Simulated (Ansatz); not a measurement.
C2H6Ga (SMILES C[Ga]C) (doublet)

```xyz
9

C    -1.2466    1.1630    0.1753
Ga    0.4566    0.3856    0.8730
C     1.2740   -1.1396   -0.1261
H    -2.0143    0.3825    0.1775
H    -1.0925    1.4797   -0.8611
H    -1.6027    2.0113    0.7582
H     2.2020   -1.4968    0.3182
H     1.4694   -0.8220   -1.1553
H     0.5541   -1.9637   -0.1597
```

Geometry: PBE0-D4/def2-TZVP.

All numbers below come from isolated molecule in a Gaussian basis; Hartree-Fock in Ansatz 0.2.0.

### Predict the electron density, electron localisation function and spin density between the atoms.

C–Ga (2.00 Å): ρ at the midpoint is about 0.76 e/Å³; the ELF peaks at about 0.95 in the valence shell of C, 0.7 Å from its nucleus, and is about 0.60 at the midpoint.
C–H (1.09 Å): ρ at the midpoint is about 1.9 e/Å³; the ELF climbs to about 1 towards the hydrogen, as it does in any bond to H (an ordinary covalent bond to hydrogen).
The unpaired spin (1 electron) lies mostly on Ga2 (about 0.8), C1 (about 0.1) and C3 (about 0.1), in electrons by Hirshfeld's partition.

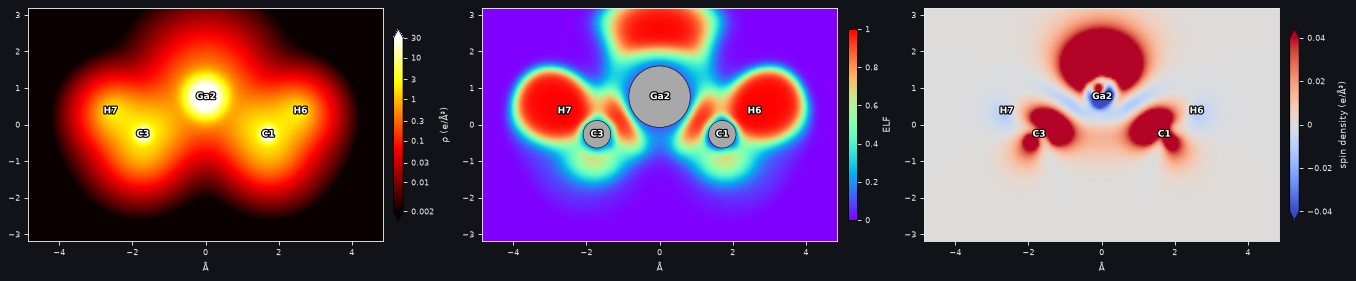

Computed electron density, electron localisation function and spin density on the plane of atoms Ga2, C3 and H7, in this order. Grey discs cover the atomic cores in the ELF map. 
